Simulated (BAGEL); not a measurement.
# C2H6Si (SMILES CC[SiH]) at HF/STO-3G (density fitting with qzvpp-jkfit)

What is the energy change on altering one bond length of C2H6Si at HF/STO-3G (density fitting with qzvpp-jkfit)? 

Program for the calculation: BAGEL 1.2.2.

2 further runs of the same task are left out: 2 set aside as unsound or not needed.

## Step 1: Starting point

C2H6Si: 9 atoms, total charge 0, spin state singlet. SMILES: `CC[SiH]`. The shape is that of a PBE0-D4/def2-TZVP optimisation. This is one conformer, not always the lowest.

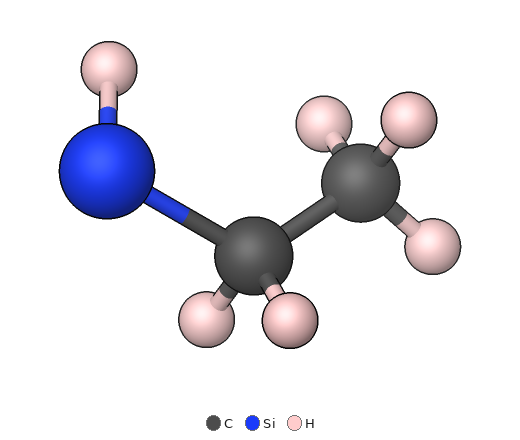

Viewed from a chosen angle; carbon dark grey, silicon blue, hydrogen pink.

## Step 2: A single-point energy at HF/STO-3G (density fitting with qzvpp-jkfit)

The input, hf.json:

```json
{ "bagel" : [

{
  "title" : "molecule",
  "basis" : "sto-3g",
  "df_basis" : "qzvpp-jkfit",
  "angstrom" : true,
  "geometry" : [
    { "atom" : "C", "xyz" : [      -0.593600,       0.495600,      -0.562700 ] },
    { "atom" : "C", "xyz" : [       0.423400,      -0.563800,      -0.158900 ] },
    { "atom" : "Si", "xyz" : [       1.475100,      -0.358700,       1.398700 ] },
    { "atom" : "H", "xyz" : [      -1.208900,       0.173100,      -1.407700 ] },
    { "atom" : "H", "xyz" : [      -0.098000,       1.423000,      -0.860500 ] },
    { "atom" : "H", "xyz" : [      -1.258400,       0.736300,       0.269500 ] },
    { "atom" : "H", "xyz" : [       1.051000,      -0.864800,      -1.004300 ] },
    { "atom" : "H", "xyz" : [      -0.103000,      -1.497700,       0.133400 ] },
    { "atom" : "H", "xyz" : [       0.401100,       0.410600,       2.175300 ] }
  ]
},

{ "title" : "hf" },

{ "title" : "print", "file" : "orbitals.molden", "orbitals" : true }

]}
```

Run with:

```
BAGEL_NUM_THREADS=1 BAGEL hf.json > hf.out
```

The log of the run:

```text
* using 1 threads per process

  ===============================================================
  ===============================================================

  *** Geometry ***

  { "atom" : "C", "xyz" : [     -1.121741,      0.936548,     -1.063349 ] },
  { "atom" : "C", "xyz" : [      0.800110,     -1.065428,     -0.300277 ] },
  { "atom" : "Si", "xyz" : [      2.787535,     -0.677845,      2.643160 ] },
  { "atom" : "H", "xyz" : [     -2.284490,      0.327112,     -2.660167 ] },
  { "atom" : "H", "xyz" : [     -0.185193,      2.689080,     -1.626109 ] },
  { "atom" : "H", "xyz" : [     -2.378031,      1.391405,      0.509281 ] },
  { "atom" : "H", "xyz" : [      1.986102,     -1.634235,     -1.897852 ] },
  { "atom" : "H", "xyz" : [     -0.194642,     -2.830243,      0.252089 ] },
  { "atom" : "H", "xyz" : [      0.757969,      0.775922,      4.110721 ] },

  Number of auxiliary basis functions:      386

  Since a DF basis is specified, we compute 2- and 3-index integrals:
    o Being stored without compression. Storage requirement is 0.002 GB

  Number of basis functions:       25
  Number of electrons      :       32

    * METHOD: MOLECULE                             0.08

  *** RHF ***

  === Nuclear Repulsion ===
    95.8004765819

      * DIIS with orbital gradients will be used.

  === RHF iteration (sto-3g) ===
      0       -363.81978880          0.00706905           0.01
      1       -363.83709753          0.00179024           0.01
      2       -363.83820681          0.00029951           0.01
      3       -363.83823548          0.00006133           0.01
      4       -363.83823661          0.00001479           0.01
      5       -363.83823672          0.00000413           0.01
      6       -363.83823673          0.00000165           0.01
      7       -363.83823673          0.00000063           0.01
      8       -363.83823673          0.00000017           0.01
      9       -363.83823673          0.00000007           0.01
     10       -363.83823673          0.00000002           0.01
     11       -363.83823673          0.00000001           0.01
    * SCF iteration converged.

    * Permanent dipole moment:
           (   -0.099399,     0.054764,    -0.038283) a.u.

    * METHOD: HF                                   0.12

    * METHOD: PRINT                                0.00

  ===============================================================
```

Wall time 0.36 s (1 thread of Arm Neoverse V2, shared host).

## Step 3: The distorted shape at the same level

The input, calc.json:

```json
{ "bagel" : [

{
  "title" : "molecule",
  "basis" : "sto-3g",
  "df_basis" : "qzvpp-jkfit",
  "angstrom" : "true",
  "geometry" : [
    { "atom" : "C", "xyz" : [      -0.909087,       0.434075,      -1.029946 ] },
    { "atom" : "C", "xyz" : [       0.107913,      -0.625325,      -0.626146 ] },
    { "atom" : "Si", "xyz" : [       1.475100,      -0.358700,       1.398700 ] },
    { "atom" : "H", "xyz" : [      -1.524387,       0.111575,      -1.874946 ] },
    { "atom" : "H", "xyz" : [      -0.413487,       1.361475,      -1.327746 ] },
    { "atom" : "H", "xyz" : [      -1.573887,       0.674775,      -0.197746 ] },
    { "atom" : "H", "xyz" : [       0.735513,      -0.926325,      -1.471546 ] },
    { "atom" : "H", "xyz" : [      -0.418487,      -1.559225,      -0.333846 ] },
    { "atom" : "H", "xyz" : [       0.401100,       0.410600,       2.175300 ] }
  ]
},

{
  "title" : "hf",
  "charge" : 0
},

{
  "title" : "print",
  "file" : "orbitals.molden",
  "orbitals" : "true"
}

]}
```

Run with:

```
BAGEL_NUM_THREADS=1 BAGEL calc.json > calc.out
```

The log of the run:

```text
* using 1 threads per process

  ===============================================================
  ===============================================================

  *** Geometry ***

  { "atom" : "C", "xyz" : [     -1.717925,      0.820283,     -1.946316 ] },
  { "atom" : "C", "xyz" : [      0.203926,     -1.181693,     -1.183244 ] },
  { "atom" : "Si", "xyz" : [      2.787535,     -0.677845,      2.643160 ] },
  { "atom" : "H", "xyz" : [     -2.880674,      0.210846,     -3.543134 ] },
  { "atom" : "H", "xyz" : [     -0.781377,      2.572815,     -2.509076 ] },
  { "atom" : "H", "xyz" : [     -2.974215,      1.275140,     -0.373686 ] },
  { "atom" : "H", "xyz" : [      1.389918,     -1.750501,     -2.780819 ] },
  { "atom" : "H", "xyz" : [     -0.790826,     -2.946508,     -0.630878 ] },
  { "atom" : "H", "xyz" : [      0.757969,      0.775922,      4.110721 ] },

  Number of auxiliary basis functions:      386

  Since a DF basis is specified, we compute 2- and 3-index integrals:
    o Being stored without compression. Storage requirement is 0.002 GB

  Number of basis functions:       25
  Number of electrons      :       32

    * METHOD: MOLECULE                             0.08

  *** RHF ***

  === Nuclear Repulsion ===
    85.7830839781

      * DIIS with orbital gradients will be used.

  === RHF iteration (sto-3g) ===
      0       -363.72067182          0.01095523           0.01
      1       -363.75307241          0.00483408           0.01
      2       -363.75755996          0.00096662           0.01
      3       -363.75796884          0.00016229           0.01
      4       -363.75798121          0.00004941           0.01
      5       -363.75798247          0.00000719           0.01
      6       -363.75798250          0.00000197           0.01
      7       -363.75798250          0.00000097           0.01
      8       -363.75798250          0.00000042           0.01
      9       -363.75798250          0.00000019           0.01
     10       -363.75798250          0.00000005           0.01
     11       -363.75798250          0.00000002           0.01
     12       -363.75798250          0.00000001           0.01
    * SCF iteration converged.

    * Permanent dipole moment:
           (   -0.422539,    -0.035288,    -0.599829) a.u.

    * METHOD: HF                                   0.13

    * METHOD: PRINT                                0.00

  ===============================================================
```

Wall time 0.38 s (1 thread of Arm Neoverse V2, shared host).

## Step 4: Results

At HF/STO-3G (density fitting with qzvpp-jkfit):

| quantity | value |
| --- | --- |
| first shape: total energy | -363.83824 Eh |
| first shape: dipole moment | 0.30 D |
| first shape: HOMO energy | -6.04 eV |
| first shape: LUMO energy | 6.22 eV |
| first shape: HOMO–LUMO gap | 12.26 eV |
| distorted shape: total energy | -363.75798 Eh |
| distorted shape: dipole moment | 1.87 D |
| distorted shape: HOMO energy | -5.52 eV |
| distorted shape: LUMO energy | 5.45 eV |
| distorted shape: HOMO–LUMO gap | 10.96 eV |
| energy change with the C2–Si3 bond stretched from 1.891 to 2.458 Å | 2.184 eV |

What this shows: With the C2–Si3 bond stretched from 1.891 to 2.458 Å the energy rises by 2.18 eV (50 kcal/mol). The first shape isn't relaxed at this level, so the change isn't measured from a minimum. The minimal basis adds a large error of its own.
